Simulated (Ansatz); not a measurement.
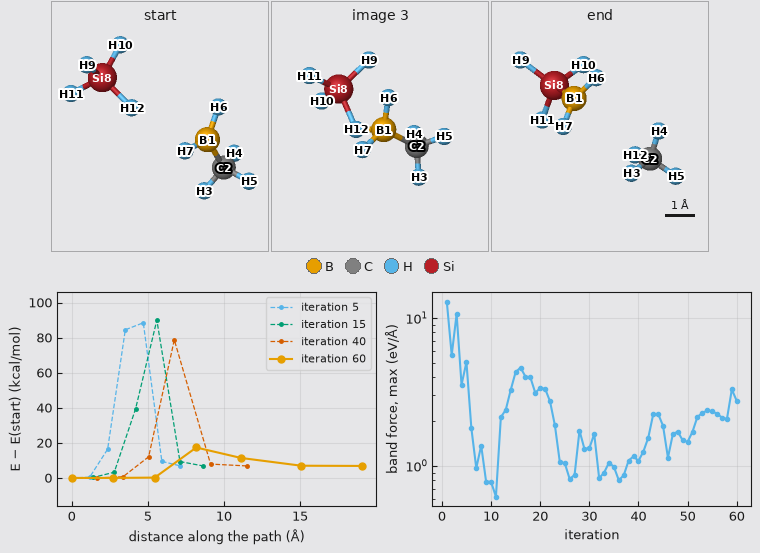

A search for the minimum-energy path of CH₉BSi, made up at the start of CH$_{5}$B and SiH$_{4}$ by the nudged elastic band. Images are numbered from 0 (start) to 6 (end). The plot follows the band through its iterations. A ball-and-stick model, seen from a free direction.

Level of theory: RHF/def2-SVP (Ansatz 0.2.0).

The input:
```yaml
crystal:
  periodic: [false, false, false]
  atoms:
    - { symbol: B, position_ang: [0.12849, 0.845599, 0.506352] }
    - { symbol: C, position_ang: [0.201578, 1.319524, 2.003682] }
    - { symbol: H, position_ang: [-0.73368, 1.195739, 2.55267] }
    - { symbol: H, position_ang: [1.023508, 0.880424, 2.571435] }
    - { symbol: H, position_ang: [0.394592, 2.402316, 1.954977] }
    - { symbol: H, position_ang: [1.114726, 0.485005, -0.0801] }
    - { symbol: H, position_ang: [-0.905467, 0.893448, -0.106064] }
    - { symbol: Si, position_ang: [-0.544256, -3.805, 0.680321] }
    - { symbol: H, position_ang: [-0.994553, -3.867944, -0.728789] }
    - { symbol: H, position_ang: [0.831088, -4.343545, 0.787449] }
    - { symbol: H, position_ang: [-1.457046, -4.603836, 1.529709] }
    - { symbol: H, position_ang: [-0.556481, -2.396532, 1.139857] }
basis:
  gaussian: { orbitals: def2-SVP }
hamiltonian:
  xc: hf
neb:
  order_check: false
  images: 5
  f_tol: 0.05
  max_iterations: 60
  initial_path: linear
  final_atoms:
    - { symbol: B, position_ang: [-0.2406149, -0.87891288, -0.6359341] }
    - { symbol: C, position_ang: [0.13589755, 0.58414806, 2.76725703] }
    - { symbol: H, position_ang: [-0.69613842, 0.96368477, 2.17396691] }
    - { symbol: H, position_ang: [1.03101618, 0.5168437, 2.14840792] }
    - { symbol: H, position_ang: [0.3255608, 1.26575218, 3.59566652] }
    - { symbol: H, position_ang: [0.80474396, -0.45261663, -1.04293263] }
    - { symbol: H, position_ang: [-1.21294845, -0.19235666, -0.78648444] }
    - { symbol: Si, position_ang: [-0.35881481, -2.73108785, 0.21359644] }
    - { symbol: H, position_ang: [-0.55386316, -3.72182886, -0.88079036] }
    - { symbol: H, position_ang: [0.88299547, -3.09180941, 0.94454781] }
    - { symbol: H, position_ang: [-1.50174866, -2.8556145, 1.15364789] }
    - { symbol: H, position_ang: [-0.11358657, -0.40100392, 3.16055002] }
```

Command:
```bash
ansatz run input.yaml --threads 1 --pin off --max-ram 2048MiB --backend cpu --events-out ev --progress --plain --runs-dir out
```

### How did the profile develop, and is the result final?

The result isn't final. The band hadn't converged when the run stopped after 60 iterations. The largest component of the band force went from 13 to 2.7 eV/Å. The barrier read from it is provisional: over the last two iterations the highest image moved from 16.3 kcal/mol to 17.4 kcal/mol. The straight starting path can push atoms close together and costs iterations. The first iteration put the highest image at 310.6 kcal/mol. Forward barrier 17.4 kcal/mol, backward barrier 10.5 kcal/mol, with image 3 at the top; the reaction energy is +6.8 kcal/mol.

Limits of the set-up: the start holds two separate molecules, 3.4 Å apart at their closest, whose relative position is a soft coordinate and is computed without a dispersion correction; Hartree-Fock leaves out electron correlation.

The run took 6.9 min on 1 thread of Arm Neoverse V1, with other jobs on the host, peak memory 0.19 GiB.
